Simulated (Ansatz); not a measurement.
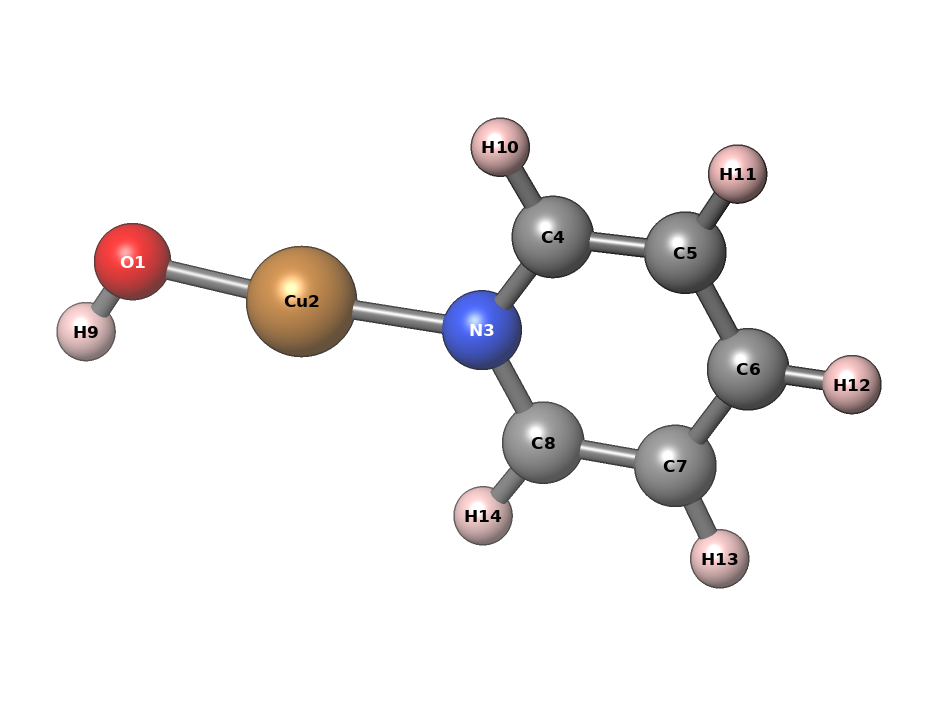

Simulated data, not a measurement (program: Ansatz).

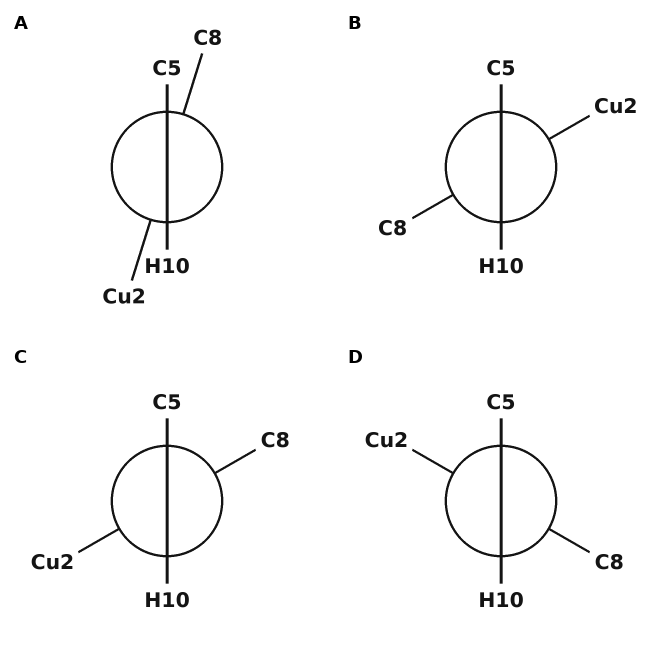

Distant atoms are faded towards the background colour. Bonds that would overlap in a projection are set slightly apart. State: charge +1, doublet. Geometry: the geometry of the neutral molecule. Other spin states may lie lower.

**Which Newman projection shows the view along C4–N3, with C4 in front?**

A. The torsion angle C5–C4–N3–Cu2 is 180°, antiperiplanar (anti).
